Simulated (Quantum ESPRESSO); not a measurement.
## MnAu2: energy against a fixed spin moment: the free run

Quantum ESPRESSO 7.5; PBEsol; plane waves with GBRV 1.5 PBEsol potentials, no spin-orbit coupling.

pw.in

```
&CONTROL
  calculation = 'scf'
  prefix = 'pwscf'
  outdir = './tmp'
  pseudo_dir = './pseudo'
  disk_io = 'nowf'
/
&SYSTEM
  ibrav = 0
  celldm(1) = 8
  nat = 3
  ntyp = 2
  ecutwfc = 40
  ecutrho = 280
  nbnd = 28
  occupations = 'smearing'
  smearing = 'fd'
  degauss = 0.00734986
  nspin = 2
  starting_magnetization(1) = 0.2333
  starting_magnetization(2) = 0
/
&ELECTRONS
  conv_thr = 6d-09
  electron_maxstep = 150
  mixing_beta = 0.3
/
ATOMIC_SPECIES
Mn     54.9380 mn_pbesol_v1.5.uspp.F.UPF
Au    196.9666 au_pbesol_v1.uspp.F.UPF
CELL_PARAMETERS alat
  -0.4001773610746    0.4001773610746    1.0340716702279
   0.4001773610746   -0.4001773610746    1.0340716702279
   0.4001773610746    0.4001773610746   -1.0340716702279
ATOMIC_POSITIONS crystal
Mn      0.0000000000    0.0000000000    0.0000000000
Au      0.6603277800    0.6603277800    0.0000000000
Au      0.3396722200    0.3396722200    0.0000000000
K_POINTS automatic
12 12 12 0 0 0
```

The run is started by

```bash
$ OMP_NUM_THREADS=1 mpirun -n 2 pw.x -nk 2 -in pw.in > pw.out
```

**Question.** What does this run give for the spin moment in the atom's sphere?

The site moments add up to 3.99 μB, near the cell's 4.04 μB; the rest lies between the atoms. Symmetry leaves 2 kinds of site among the 3 atoms, and equivalent atoms carry values of equal size.

Spin moment in the atom's sphere by atom:

```tsv
atom	spin moment in the atom's sphere (μB)
Mn1	3.89
Au2	0.05
Au3	0.05
```

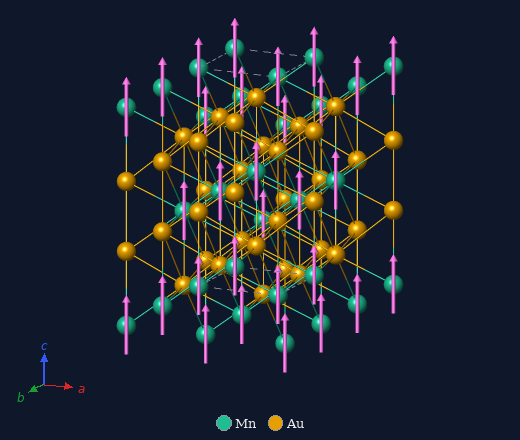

Spin moment in the atom's sphere as arrows, the longest 3.89 μB. Up and down stand for the sign. Arrows give size and sign along the axis of quantisation, drawn up and down the page. 2×3×1 conventional cells are drawn. Some periodic images of atoms are drawn too.

Read from the output:

```yaml
magnetization: 4.042 μB
absolute_magnetization: 4.297 μB
final_state: ferromagnetic
```

[Logs and program files are shortened in this print: banners, set-up blocks, solver, clock and traceback lines can be left out without a mark of their own.]

[Logs are printed without paths, hosts, clocks, repeated set-up lines and the standing remarks that a program may print on its own settings, such as how far it seeks lower states.]

[Hosts, paths, dates, database ids (printed as entryN), source tags and the programs' standing remarks are cut or masked in the printed files.]

[Where a cell is said to come from a database of computed structures, the database is the Materials Project.]
